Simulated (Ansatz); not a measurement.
A ladder of methods for SiH4S (Si(SH)H3)

The species is SiH4S (6 atoms), meant as a singlet with charge 0. SMILES: `[H][Si]([H])([H])S`. The coordinates come from a GFN2-xTB relaxation.

```xyz
6

Si    0.2012   -0.0145   -0.5446
S     0.2537    0.0198    1.6015
H    -1.0568    0.0599    1.7952
H     1.6060   -0.0207   -0.9100
H    -0.5032    1.1806   -0.9902
H    -0.5009   -1.2251   -0.9520
```

Quantity: the energy change with the Si1–H6 bond stretched from 1.458 to 2.915 Å, in eV. The values are calculated.

```json
{"level": "SVWN5/STO-3G (restricted)", "kind": "LDA", "program": "Ansatz", "value (eV)": "5.39", "less FCI/STO-3G": "+0.87", "CPU time (all runs)": "1.8 s"}
{"level": "PBE/STO-3G (restricted)", "kind": "GGA", "program": "Ansatz", "value (eV)": "5.17", "less FCI/STO-3G": "+0.65", "CPU time (all runs)": "2.7 s"}
{"level": "r2SCAN0/STO-3G (restricted)", "kind": "hybrid meta-GGA", "program": "Ansatz", "value (eV)": "6.17", "less FCI/STO-3G": "+1.65", "CPU time (all runs)": "6.5 s"}
{"level": "wB97M-V/STO-3G (restricted)", "kind": "range-separated hybrid", "program": "Ansatz", "value (eV)": "6.33", "less FCI/STO-3G": "+1.81", "CPU time (all runs)": "41 s"}
{"level": "B2PLYP/STO-3G (restricted)", "kind": "double hybrid", "program": "Ansatz", "value (eV)": "5.79", "less FCI/STO-3G": "+1.27", "CPU time (all runs)": "3.5 s"}
{"level": "RPA@PBE/STO-3G (restricted)", "kind": "RPA", "program": "Ansatz", "value (eV)": "5.12", "less FCI/STO-3G": "+0.60", "CPU time (all runs)": "5 s"}
{"level": "CCSDTQ/STO-3G (restricted)", "kind": "coupled cluster or CI", "program": "Ansatz", "value (eV)": "4.52", "less FCI/STO-3G": "0.00", "CPU time (all runs)": "7.1 s"}
{"level": "FCI/STO-3G", "kind": "exact in the basis", "program": "Ansatz", "value (eV)": "4.52", "less FCI/STO-3G": "0.00", "CPU time (all runs)": "5.4 s"}
```

FCI/STO-3G is exact within its basis and frozen core, so for wave-function methods in that basis the difference is their error; functionals converge differently with the basis, so for them it is only a difference. The first shape isn't each level's own minimum. The values span 4.52 to 6.33 eV. All rows use very small basis sets, so even the best lies far from the true value. Times are those of the runs behind each value, whatever else they computed, on shared processors of several kinds: orders of magnitude only.

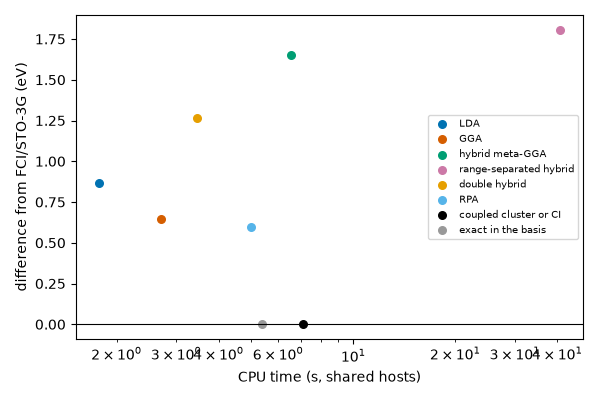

Difference from FCI/STO-3G against processor time, one point a level.
